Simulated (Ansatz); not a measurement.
**H$_{24}$Si$_{18}$: density, localisation and related maps**

Input

```
crystal:
  periodic: [false, false, false]
  atoms:
    - {symbol: Si, position_ang: [-0.000573, -4.431419, -1.181735]}
    - {symbol: Si, position_ang: [-0.004338, -4.429795, 1.188114]}
    - {symbol: Si, position_ang: [0.000119, -2.222144, -1.992279]}
    - {symbol: Si, position_ang: [-1.902006, -1.098490, -1.184584]}
    - {symbol: Si, position_ang: [-0.000758, -2.219314, 1.995263]}
    - {symbol: Si, position_ang: [-1.902651, -1.097117, 1.185015]}
    - {symbol: Si, position_ang: [-1.922013, 1.109878, -1.994362]}
    - {symbol: Si, position_ang: [-3.836328, 2.214679, -1.186684]}
    - {symbol: Si, position_ang: [-1.922895, 1.111728, 1.993364]}
    - {symbol: Si, position_ang: [-3.835140, 2.218450, 1.183161]}
    - {symbol: Si, position_ang: [1.902596, -1.099767, -1.183758]}
    - {symbol: Si, position_ang: [1.902418, -1.098741, 1.185802]}
    - {symbol: Si, position_ang: [1.922932, 1.108332, -1.994307]}
    - {symbol: Si, position_ang: [0.000871, 2.195987, -1.184709]}
    - {symbol: Si, position_ang: [1.924384, 1.110436, 1.993339]}
    - {symbol: Si, position_ang: [0.001098, 2.196780, 1.184828]}
    - {symbol: Si, position_ang: [3.836586, 2.214769, -1.187450]}
    - {symbol: Si, position_ang: [3.838150, 2.214123, 1.182403]}
    - {symbol: H, position_ang: [-1.220548, -5.161339, -1.686796]}
    - {symbol: H, position_ang: [1.221646, -5.160286, -1.682883]}
    - {symbol: H, position_ang: [-1.228631, -5.154680, 1.690001]}
    - {symbol: H, position_ang: [1.213569, -5.162244, 1.694467]}
    - {symbol: H, position_ang: [0.000576, -2.194270, -3.502673]}
    - {symbol: H, position_ang: [-3.146677, -1.816740, -1.652674]}
    - {symbol: H, position_ang: [-0.001188, -2.188977, 3.505615]}
    - {symbol: H, position_ang: [-3.147288, -1.815315, 1.653282]}
    - {symbol: H, position_ang: [-1.895690, 1.095142, -3.504712]}
    - {symbol: H, position_ang: [-5.077943, 1.519821, -1.688454]}
    - {symbol: H, position_ang: [-3.858703, 3.635838, -1.692640]}
    - {symbol: H, position_ang: [-1.898682, 1.097601, 3.503759]}
    - {symbol: H, position_ang: [-5.078151, 1.528623, 1.688388]}
    - {symbol: H, position_ang: [-3.853191, 3.641312, 1.684514]}
    - {symbol: H, position_ang: [3.147114, -1.818388, -1.651686]}
    - {symbol: H, position_ang: [3.146464, -1.817652, 1.654520]}
    - {symbol: H, position_ang: [1.896161, 1.092725, -3.504644]}
    - {symbol: H, position_ang: [0.001657, 3.632785, -1.653528]}
    - {symbol: H, position_ang: [1.900619, 1.097158, 3.503749]}
    - {symbol: H, position_ang: [0.001555, 3.633939, 1.652518]}
    - {symbol: H, position_ang: [5.079088, 1.523656, -1.692152]}
    - {symbol: H, position_ang: [3.855128, 3.636969, -1.690656]}
    - {symbol: H, position_ang: [5.079923, 1.519968, 1.684763]}
    - {symbol: H, position_ang: [3.860718, 3.635958, 1.686470]}
basis:
  gaussian: {orbitals: def2-TZVP, fitting: {mean_field: def2-universal-jkfit}, initial_orbitals: start.molden}
hamiltonian: {xc: pbe0, dispersion: d4}
scf: {omitted_lower_state_checks: [starts]}
output: {orbitals: {seedname: orbitals}}
```

Command:

```sh
ansatz run in.yaml --threads 2 --pin off --events-out ev --progress --plain --max-ram 20480MiB --backend cuda --devices 0, --max-vram 18GiB
```

Geometry: PBE-D4/def2-SVP.

All numbers below come from RKS PBE0-D4/def2-TZVP in Ansatz.

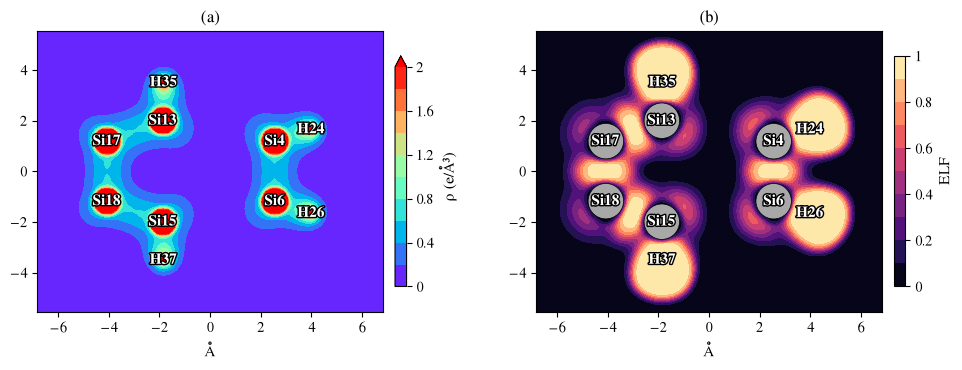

Figure 1. (a) electron density; (b) electron localisation function on the plane of atoms Si6, Si4 and H24. Grey discs cover the atomic cores in the ELF map.

Q: What do the fields say about this system?

A:
- The plane passes through Si and H nuclei.
- Si–Si (2.37 Å): ρ is about 0.58 e/Å³ halfway; the ELF peaks at about 1 between the atoms (a covalent bond).
- Si–H (1.51 Å): ρ at the midpoint is about 0.76 e/Å³; the ELF climbs to about 1 towards the hydrogen, as it does in any bond to H.

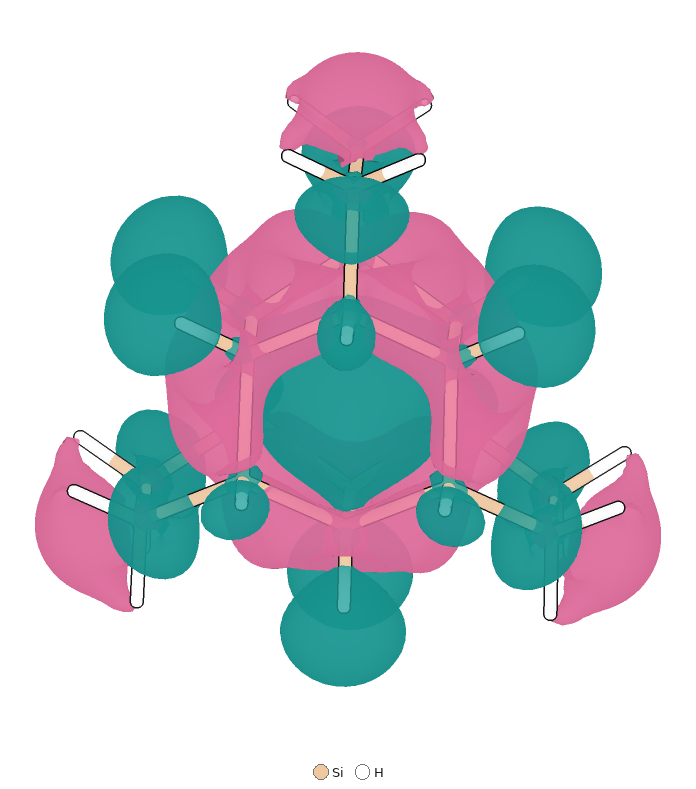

Figure 2. The LUMO at ±0.03 Å⁻³ᐟ² (teal and pink are the two phases), seen at a tilt.

Q: What is the character of this orbital?

A: Its weight (Hirshfeld) is mainly on Si16 (about 10 %), Si4 (about 10 %), Si6 (about 10 %), Si11 (about 10 %), Si12 (about 10 %) and Si14 (about 10 %). Its energy is −1.71 eV.

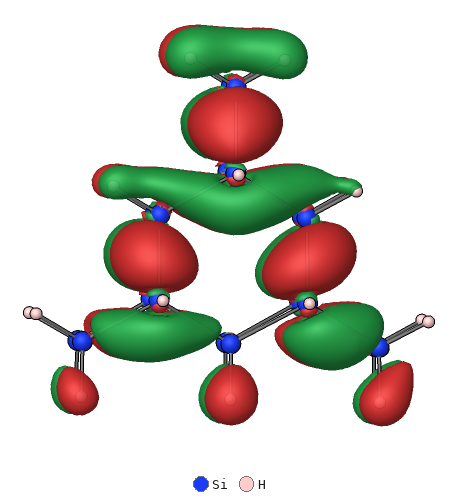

Figure 3. The HOMO at ±0.05 Å⁻³ᐟ² (green and red are the two phases), seen across its widest extent.

Q: Describe this orbital and give its energy.

A: No atom holds more than about 10 % of it (Hirshfeld); by element the shares are Si 85 % and H 15 %. It is one of a degenerate set, so its orientation is arbitrary. Its energy is −6.99 eV.
